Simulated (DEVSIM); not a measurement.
Device: GaP n+/n-/n+ resistor, at 300 K.

```
layer (left to right)  material  thickness (μm)  Nd (cm⁻³)  τn (s)  τp (s)
---------------------  --------  --------------  ---------  ------  ------
1                           GaP           0.120       7e17  1.4e-7  1.4e-7
2                           GaP           0.780     9.4e12  1.4e-7  1.4e-7
3                           GaP           0.380     7.9e17  1.4e-7  1.4e-7
```

Left contact: ohmic. Right contact: ohmic. Voltage is applied to the left contact. Recombination: SRH at mid-gap. Mobility is μmin + (μ − μmin)/(1 + (N/Nref)^α).

The device is made up for the run: typed textbook-type constants, with dimensions and the other settings drawn at random. Values at 300 K.

```
parameter         GaP
-------------  ------
gap (eV)         2.26
affinity (eV)     3.8
permittivity     11.1
Nc (cm⁻³)      1.8e19
Nv (cm⁻³)      1.9e19
μn (cm²/Vs)       250
μp (cm²/Vs)       150
μn,min             10
μp,min             10
Nref,n         4.4e18
Nref,p           1e18
αn                0.8
αp               0.85
```

Model (solved in DEVSIM): 1D drift-diffusion, Boltzmann statistics, complete ionisation; no tunnelling, impact ionisation, image-force lowering or self-heating.

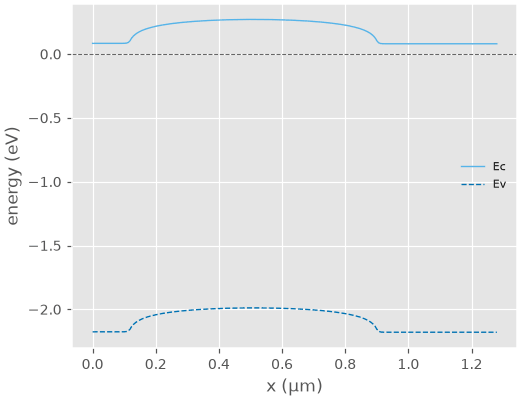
*Band edges at zero bias*

Energies count from the Fermi level of the right contact; mesh points crowd at the junctions.

```
x (μm)   Ec (eV)  Ev (eV)  n (cm⁻³)  p (cm⁻³)  field (V/cm)
-------  -------  -------  --------  --------  ------------
0.000      0.084   -2.176    7.0e17     < 1e2           ≈ 0
0.01784    0.084   -2.176    7.0e17     < 1e2           ≈ 0
0.04342    0.084   -2.176    7.0e17     < 1e2           ≈ 0
0.07357    0.084   -2.176    7.0e17     < 1e2           ≈ 0
0.1070     0.086   -2.174    6.5e17     < 1e2          4300
0.1231     0.123   -2.137    1.5e17     < 1e2         36000
0.1454     0.171   -2.088    2.4e16     < 1e2         14000
0.2000     0.218   -2.042    4.0e15     < 1e2          5400
0.2818     0.248   -2.012    1.2e15     < 1e2          2500
0.4271     0.269   -1.991    5.5e14     < 1e2           670
0.6311     0.265   -1.994    6.2e14     < 1e2         -1000
0.7832     0.233   -2.026    2.2e15     < 1e2         -3700
0.8454     0.200   -2.060    7.8e15     < 1e2         -7800
0.8804     0.160   -2.100    3.6e16     < 1e2        -17000
0.9054     0.089   -2.171    5.8e17     < 1e2        -17000
0.9267     0.081   -2.179    7.9e17     < 1e2          -170
0.9649     0.081   -2.179    7.9e17     < 1e2           ≈ 0
1.030      0.081   -2.179    7.9e17     < 1e2           ≈ 0
1.155      0.081   -2.179    7.9e17     < 1e2           ≈ 0
1.218      0.081   -2.179    7.9e17     < 1e2           ≈ 0
1.253      0.081   -2.179    7.9e17     < 1e2           ≈ 0
1.280      0.081   -2.179    7.9e17     < 1e2           ≈ 0
```
